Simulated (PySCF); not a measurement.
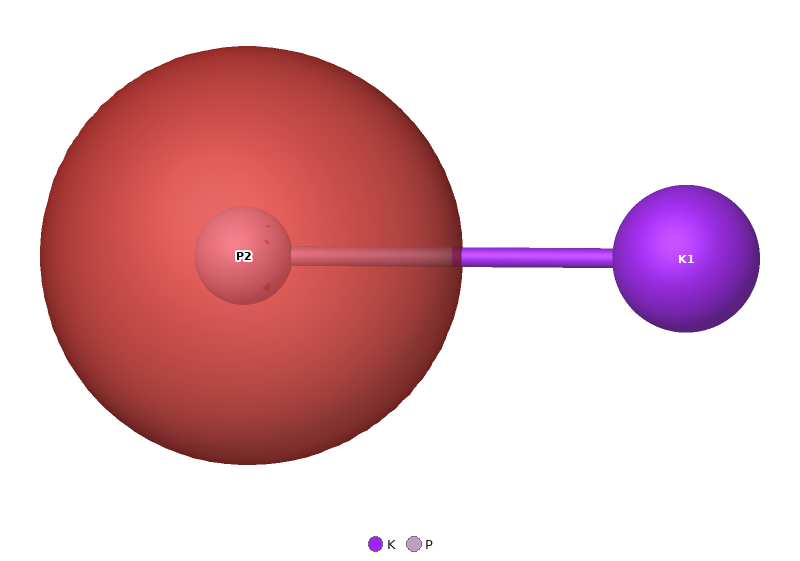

Figure 1: KP (charge +1, quartet). Isosurface of the spin density at +0.03 e/Å³ (red), seen from one side.

These are results of PBE0/aug-pcseg-1, non-relativistic, at a bond length of 3.589 Å (PySCF 2.14.0), not measurements.

Where is the unpaired spin?

The unpaired spin (3 electrons) lies mostly on P2 (about 2.9) and K1 (about 0.1), in electrons by Hirshfeld's partition.
